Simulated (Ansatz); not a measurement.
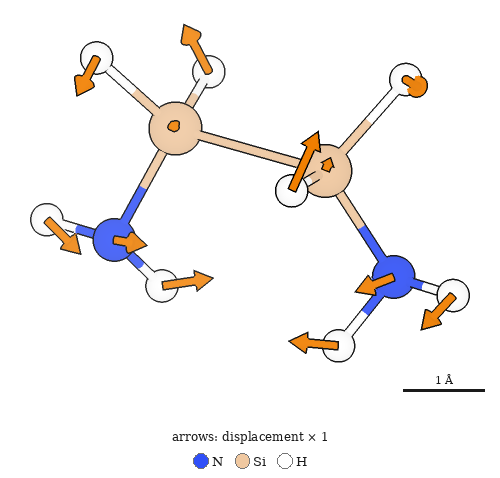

This is a relaxation of Si$_{2}$N$_{2}$H$_{8}$ (coarse preliminary run). The starting structure is drawn; orange arrows show the displacements, at their true length. The two geometries are superimposed by the best rigid fit.

The picture is a ball-and-stick view, seen at a tilt.

The start comes from a force field.

Level of theory: RKS PBE-D4/def2-SVP in Ansatz.

Input
```yaml
crystal:
  periodic: [false, false, false]
  atoms:
    - {symbol: N, position_ang: [-1.338900, 1.473300, -0.165300]}
    - {symbol: Si, position_ang: [0.209000, 1.267700, 0.374000]}
    - {symbol: Si, position_ang: [0.747400, -1.011400, 0.415900]}
    - {symbol: N, position_ang: [0.154000, -1.866100, -0.873700]}
    - {symbol: H, position_ang: [-1.453600, 1.179800, -1.155700]}
    - {symbol: H, position_ang: [-1.568000, 2.534500, -0.219100]}
    - {symbol: H, position_ang: [1.083000, 2.007400, -0.591700]}
    - {symbol: H, position_ang: [0.357600, 1.926900, 1.699800]}
    - {symbol: H, position_ang: [0.242000, -1.649800, 1.684900]}
    - {symbol: H, position_ang: [2.245500, -1.230400, 0.385000]}
    - {symbol: H, position_ang: [-0.944100, -1.835100, -0.759000]}
    - {symbol: H, position_ang: [0.343300, -2.852200, -0.761100]}
basis:
  gaussian: {orbitals: def2-SVP}
hamiltonian: {xc: pbe, dispersion: d4}
relax: {f_tol: 0.03, max_steps: 200}
```

Q: Describe the change and its energy.

A: The energy falls by 88.9 kJ/mol in 13 geometry steps. Largest force component: 4.3 eV/Å at the start, 0.019 eV/Å at the end. The largest move after the best rigid fit is that of H9, 0.83 Å. Largest moves by element: H 0.83 Å, N 0.54 Å, Si 0.19 Å. Among the contacts that change: N1–Si2 1.652 → 1.761 Å, Si3–N4 1.657 → 1.761 Å, N4–H11 1.105 → 1.026 Å, N1–H6 1.087 → 1.025 Å. Bond angles that change, for instance: Si2–Si3–N4 113.9° → 101.3°, N1–Si2–H7 105.9° → 117.0°, Si2–N1–H6 109.6° → 119.3°. Groups turn about Si2–Si3 by about 45°. The run took about 60 core-seconds on a shared host.
